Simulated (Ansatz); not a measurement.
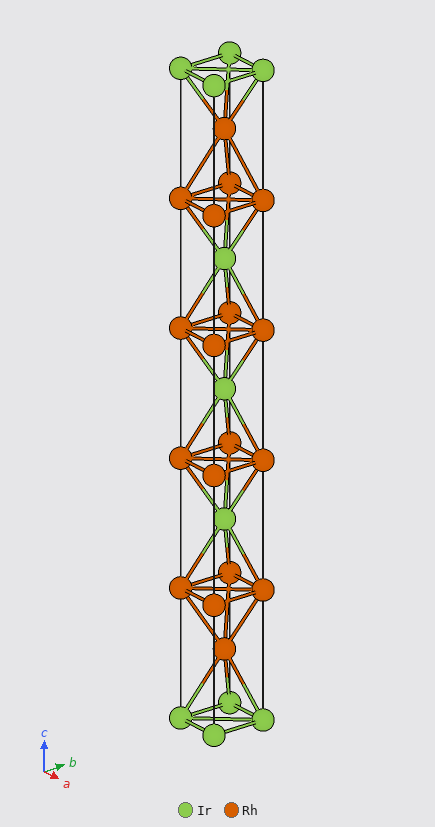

A ball-and-stick rendering, viewed slightly off an axis. The wireframe shows the conventional unit cell.

Ir2Rh3, space group P-6m2 (No. 187), a = 2.735 Å, b = 2.735 Å, c = 22.035 Å, α = 90.00°, β = 90.00°, γ = 120.00°. The cell started as a structure type filled with these elements by a generator (whether the compound takes this form wasn't checked). Earlier steps of the study, as a rule a relaxation of our own, may have changed the cell and positions, so they can lie some per cent off the listed ones. It was the input of a calculation with Ansatz.

This one geometry was computed with Ansatz (DFT, plane waves, PAW) at three levels of theory: PBEsol, r2SCAN and PBE.

> Which level gives the highest pressure at this volume, and what does that say about its equilibrium volume?

Highest: PBE (0.0 GPa), which points to the largest equilibrium volume. Lowest, with the smallest volume: PBEsol (-10.7 GPa). Levels within 0.5 GPa of each other can't be told apart.

> How does the band gap change with the level of theory?

All levels give a metal.

> Collect the results in a table.

| level | cutoff (eV) | k-mesh of the run's cell | gap (eV) | pressure (GPa) |
| --- | --- | --- | --- | --- |
| PBEsol | 420 | 18×18×2 | metal | -10.7 |
| r2SCAN | 500 | 18×18×2 | metal | -6.7 |
| PBE | 420 | 18×18×2 | metal | 0.0 |

Gaps are taken on the k-mesh or band path of each run.
